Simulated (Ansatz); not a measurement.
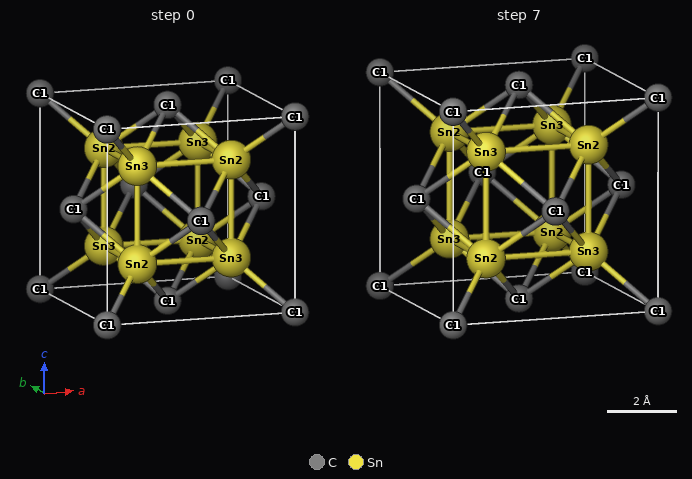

The structure of crystalline Sn2C (a generated structure, set up in Fm-3m) before (left) and after (right) a relaxation, at one scale.

A ball-and-stick model of the conventional cell (4 times the calculation's cell), seen slightly off an axis. Lengths and directions refer to the drawn axes.

Case: cell and atoms relaxed from a first guess.

Method: DFT, PBE, PAW with Ansatz's default frozen-core files, scalar-relativistic in Ansatz 0.2.0.

Input file:
```yaml
crystal:
  lattice:
    - [0.0, 2.9182132955, 2.9182132955]
    - [2.9182132955, 0.0, 2.9182132955]
    - [2.9182132955, 2.9182132955, 0.0]
  atoms:
    - { symbol: C, position: [0.0, 0.0, 0.0] }
    - { symbol: Sn, position: [0.25, 0.25, 0.25] }
    - { symbol: Sn, position: [0.75, 0.75, 0.75] }
kpoints:
  mp_grid: { grid: [11, 11, 11] }
scf:
  occupations: { method: fermi_dirac, width: 0.05 }
hamiltonian:
  xc: pbe
  pseudopotentials: { kind: paw }
output:
  forces: true
  stress: true
relax:
  f_tol: 0.005
  max_steps: 80
  cell: {}
```

### Describe what moved and what it gained.

After 5 accepted moves (7 points after the start) the energy has fallen by 1.019 eV per cell of the calculation. All forces vanish by symmetry, so only the cell relaxes. The pressure goes from 27.74 to 0.02 GPa. At 2 points the geometry stayed and the basis and grid were re-selected for the new cell (energy shift of 25.7 meV per cell of the calculation at most each time). The atoms keep their places relative to the cell (all moves are under 0.005 Å). The volume changes by +29.7 %, with a = b = c 5.836 → 6.365 Å (+9.0 %). Among the contacts that change: Sn2–Sn3 2.918 → 3.182 Å, C1–Sn2 2.527 → 2.756 Å. The space group stays Fm-3m (No. 225).
